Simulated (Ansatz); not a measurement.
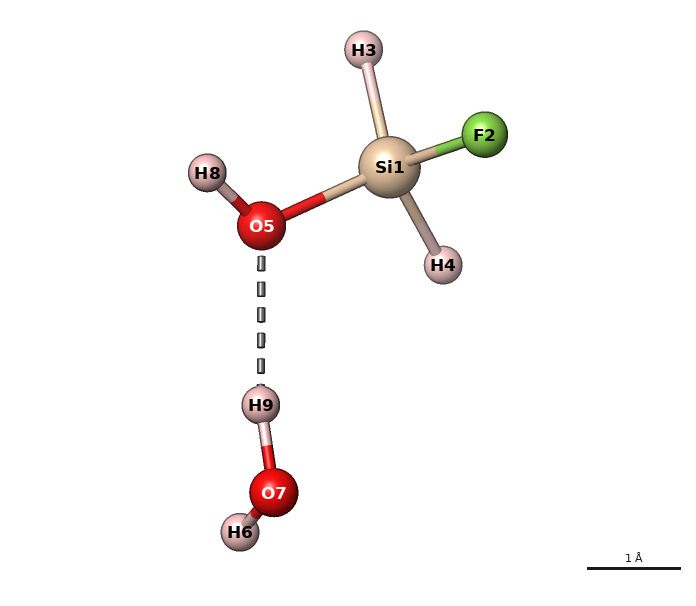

Broken lines mark hydrogen bonds. The computed structure is the end point of a PBE0-D4/def2-TZVP optimisation.

Tabulate the hydrogen bonds (donors O, N, F, S, Cl) with their geometry.

| D–H···A | D–H (Å) | H···A (Å) | angle (°) | kind |
| --- | --- | --- | --- | --- |
| O7–H9···O5 | 0.96 | 1.98 | 170 | intermolecular |
